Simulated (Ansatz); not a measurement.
Electronic density of states of amorphous Zr20O43Mo, density 5.46 g/cm³, on a 2×2×2 Γ-centred mesh with a Gaussian width of 0.1 eV; energies count from the Fermi level, whose place inside the gap is arbitrary. Cell and mesh are small, so fine structure isn't converged. Computed with PBE, scalar-relativistic without spin-orbit coupling (plane waves to 420 eV, PAW; Ansatz, a first-principles code). Sampling: a 2×2×2 Γ-centred mesh; Fermi-Dirac width 0.02 eV; no spin polarisation. At PBE the levels at both edges of the gap are localised (band-tail or defect states), and the nearest spread-out levels lie 3.7 eV apart at the zone centre.

It comes from a melt-quench run on a machine-learned potential (CHGNet), relaxed afterwards by DFT. O atoms were pushed apart under 1.9 Å during the dynamics, to hinder bonds among them. The hot cell started wider than the set density and was brought back towards it in steps. It is the lowest in DFT energy of 2 quenches. It is a model cell: composition and starting density were chosen by hand, and all elements were melted together. No dispersion term was used. Its density started from a set value of 5.23 and ended at 5.46 g/cm³. The quench (nominally 300 K/ps over its main leg) was far faster than any real one, so the model tends to hold more defects than a real film. A cell of this size samples the disorder only roughly. Volume and shape were free in the relaxation. On a 2×2×2 Γ-centred mesh force components of up to 0.14 eV/Å stay, since the relaxation ran on the zone centre alone.

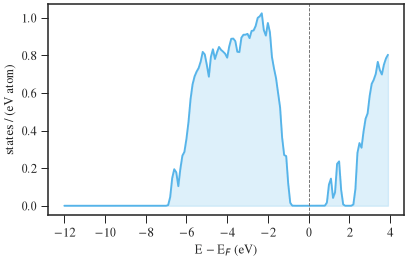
Figure. Density of states per atom

The gap between localised states on this mesh is 2.08 eV; the broadening fills part of it in the curve.
